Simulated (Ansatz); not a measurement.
## Electronic structure of BGeHO (SMILES [BH]1[O][Ge]1) in real space

The calculation's input:

```
crystal:
  periodic: [false, false, false]
  atoms:
    - {symbol: B, position_ang: [-0.496834, -0.519885, 0.582577]}
    - {symbol: Ge, position_ang: [0.350923, 0.730895, -0.779505]}
    - {symbol: O, position_ang: [-0.981130, 0.719689, 0.647047]}
    - {symbol: H, position_ang: [-0.778178, -1.485058, 1.235441]}
basis:
  gaussian:
    orbitals: def2-TZVPD
hamiltonian:
  xc: {name: PBE0}
output: {forces: true, orbitals: {seedname: orbitals}}
```

Launched as:

```sh
ansatz run input.yaml --threads 1 --pin off --max-ram 2610MiB --events-out events.jsonl --progress --plain --runs-dir runs
```

Geometry: PBE0-D3(BJ)/pcseg-1.

Theory: isolated molecule in a Gaussian basis; Kohn-Sham density functional theory, functional PBE0 (Ansatz).

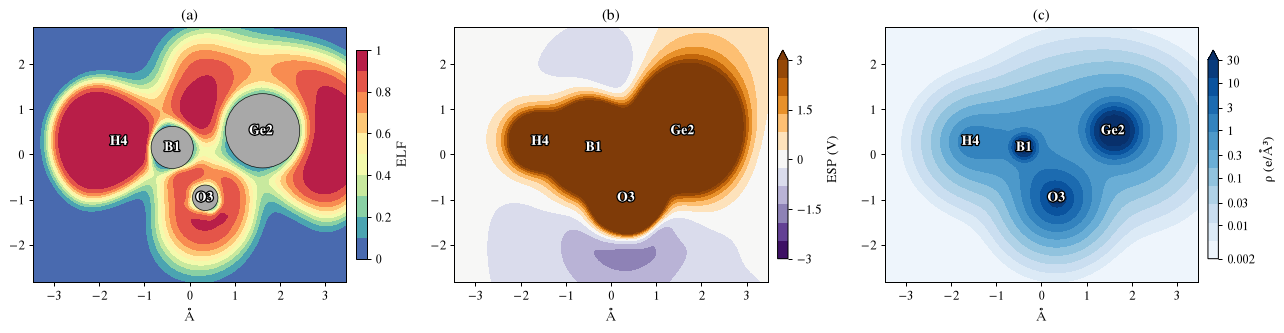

Figure 1. (a) ELF; (b) electrostatic potential; (c) electron density on the molecular plane. Grey discs cover the atomic cores in the ELF map.

> What does the map show?

The section cuts through B, Ge, O and H sites.
B–O (1.33 Å): ρ is about 2.3 e/Å³ halfway; the ELF peaks at about 0.85 between the atoms: a polar covalent bond.
Ge–O (1.95 Å): ρ is about 0.69 e/Å³ halfway; the ELF peaks at about 0.80 in the valence shell of O, 0.6 Å from its nucleus, and is about 0.30 at the midpoint.
Ge–B (2.03 Å): ρ is about 0.66 e/Å³ halfway; the ELF peaks at about 0.65 in the valence shell of B, 0.8 Å from its nucleus, and is about 0.50 at the midpoint.
B–H (1.20 Å): ρ is about 1.2 e/Å³ halfway; the ELF climbs to about 1 towards the hydrogen, as it does in any bond to H (a covalent bond by its length).
The ELF also peaks beside O3, away from the bonds: lone-pair regions.
Outside the dense part of the molecule the potential is most negative (−1.6 V) near O3.

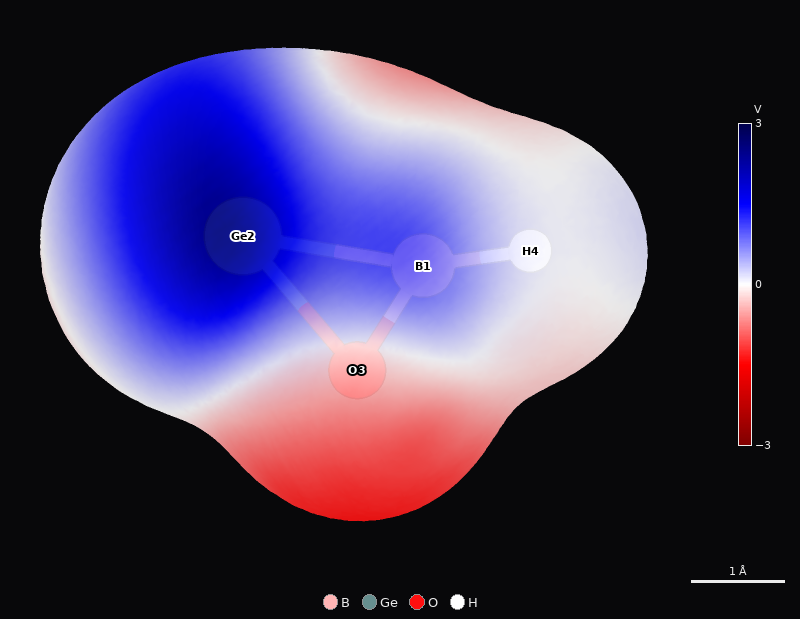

Figure 2. The electrostatic potential painted on the density surface at 0.002 e/bohr³, seen at a tilt; the colour scale runs from red (negative) to blue (positive).

> Which sites attract a positive test charge, and which a negative one?

A positive charge is drawn to the negative regions and a negative charge to the positive ones. The most negative region (about −1.4 V, or −32 kcal/mol for a unit charge) lies over O3, the most positive (about +2.5 V, or +58 kcal/mol for a unit charge) over Ge2. O3 is the likeliest acceptor of a hydrogen bond.

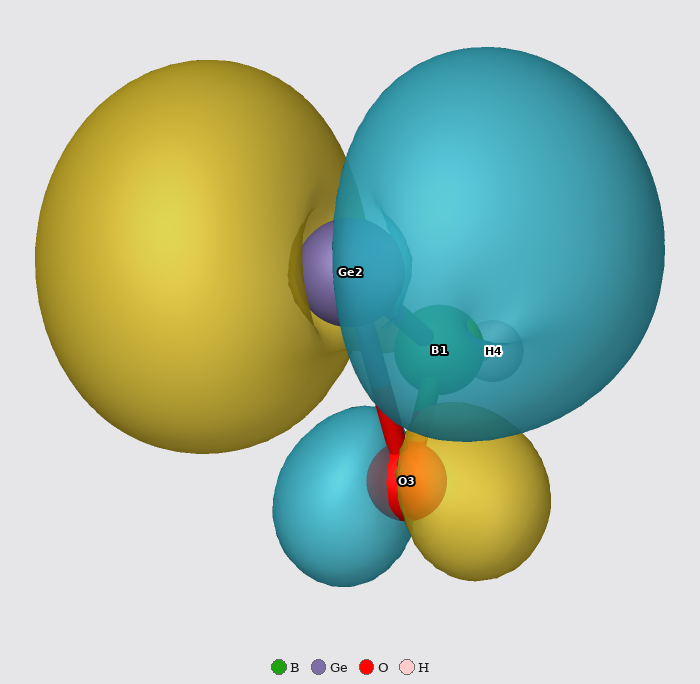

Figure 3. The LUMO at ±0.08 Å⁻³ᐟ² (yellow and cyan are the two phases), seen at an oblique angle.

> Where does this orbital lie, and at what energy?

It lies mainly on Ge2 (about 80 %) and O3 (about 10 %); it changes sign across the molecular plane (π type); π-antibonding (a node) across B1–O3. Its energy is −2.90 eV.
